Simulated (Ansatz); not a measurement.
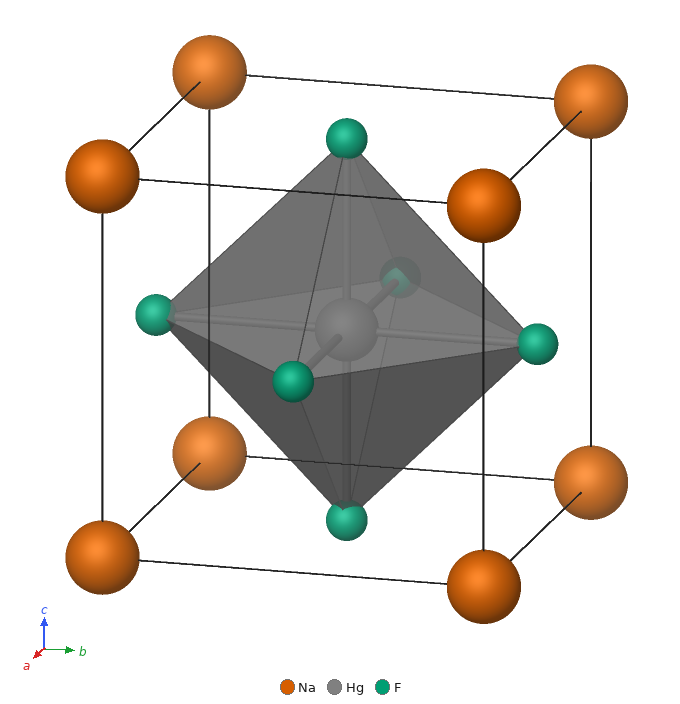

A polyhedral picture of a crystal structure, seen slightly off an axis. The parallelepiped is the conventional unit cell.

NaHgF₃, cubic perovskite, space group Pm-3m (No. 221), a = 4.499 Å, b = 4.499 Å, c = 4.499 Å, α = 90.00°, β = 90.00°, γ = 90.00°. The structure comes from a structure type filled with these elements by a generator (whether the compound takes this form wasn't checked). Earlier steps of the study may have refined or changed the cell and positions. It went into a calculation with Ansatz.

This one geometry was computed with Ansatz (DFT, plane waves, PAW) at three levels of theory: r2SCAN, HSE06 and PBE. It was relaxed beforehand with r2SCAN.

> Which level gives the highest pressure at this volume, and what does that say about its equilibrium volume?

Highest: PBE (2.3 GPa), which points to the largest equilibrium volume. Lowest, with the smallest volume: r2SCAN (0.0 GPa) and HSE06 (0.5 GPa). Levels within 0.5 GPa of each other can't be told apart.

> How does the band gap change with the level of theory?

PBE: a gap of 0.33 eV, indirect; r2SCAN: a gap of 0.88 eV, indirect; HSE06: a gap of 2.04 eV, indirect.

> Collect the results in a table.

| level | cutoff (eV) | k-mesh of the run's cell | gap (eV) | pressure (GPa) |
| --- | --- | --- | --- | --- |
| r2SCAN | 500 | 6×6×6 | 0.88 | 0.0 |
| HSE06 | 420 | 4×4×4 | 2.04 | 0.5 |
| PBE | 420 | 6×6×6 | 0.33 | 2.3 |

Gaps are taken on the k-mesh or band path of each run.
